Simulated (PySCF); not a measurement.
AsFH₄Si, SMILES `F[SiH2][AsH2]`.

Method: PBE/def2-SVPD; geometry: GFN2-xTB; program: PySCF. No frequency check shows the geometry to be a minimum. GFN2-xTB bond lengths at metals and heavier atoms can be off by up to 0.1 Å and shapes distorted, which carries into these values.

Geometry (Å), atoms numbered from 1:

```
F1       2.0546    0.8136    0.0001
Si2      1.1604   -0.5344   -0.0001
As3     -1.0972    0.0146    0.0000
H4       1.6202   -1.2217   -1.2044
H5       1.6197   -1.2213    1.2054
H6      -0.8854    1.0610    1.0559
H7      -0.8850    1.0607   -1.0567
```

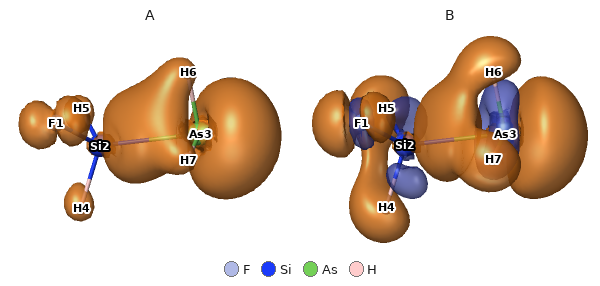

The Fukui function f⁻ from two separate SCF calculations and the density of the HOMO, at ±0.015 e/Å³ (orange positive, blue negative).

> Which panel is which, and how good is the frozen-orbital picture?

B is f⁻ (it has negative regions), A the HOMO density. The HOMO lies on As3 (66 %), Si2 (15 %) and F1 (8 %); f⁻ (Hirshfeld-condensed) is largest on As3 (0.45); the vertical ionisation energy is 9.90 eV. Relaxation shifts 21 % of the electron between atoms. The orbital energy is −6.75 eV.

Run time: 7.7 min on 1 thread of Intel(R) Xeon(R) Processor @ 2.50GHz (Skylake/Cascade Lake), on a shared host, peak memory 0.53 GiB.
